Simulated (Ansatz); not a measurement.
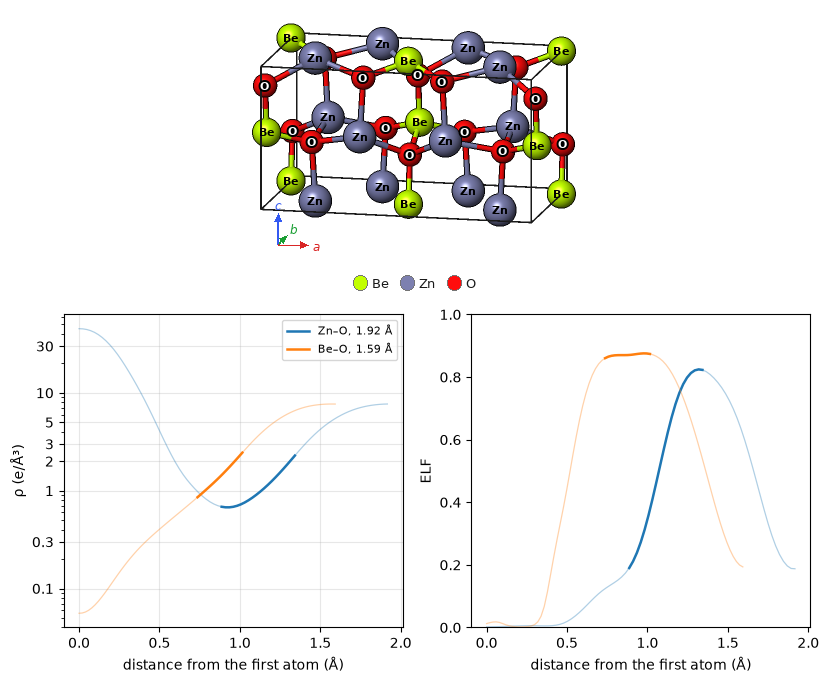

Figure. BeZn2O3. Valence pseudo-density and ELF along straight lines between neighbouring atoms. Thin, pale parts lie inside the atomic spheres. The structure is drawn too.

Space group Cmc2₁; a generated structure, not necessarily the stable one; changed on purpose from its base cell (volume × 0.88, shape and atoms relaxed); computed pressure about 25 GPa in this cell.

Theory: DFT PBE, scalar-relativistic, plane waves, PAW in Ansatz.

In a PAW calculation such maps are meaningful between the atoms, not at the nuclei.

**Compare the contacts.**

Zn–O (1.92 Å): the density is about 0.68 e/Å³ at the midpoint; the ELF peaks at about 0.80 in the valence shell of O, 0.6 Å from its nucleus, and is about 0.25 at the midpoint: no shared electron pair shows on this line.
Be–O (1.59 Å): ρ at the midpoint is about 1 e/Å³; the ELF peaks at about 0.90 in the valence shell of O, 0.6 Å from its nucleus, and is about 0.85 at the midpoint.
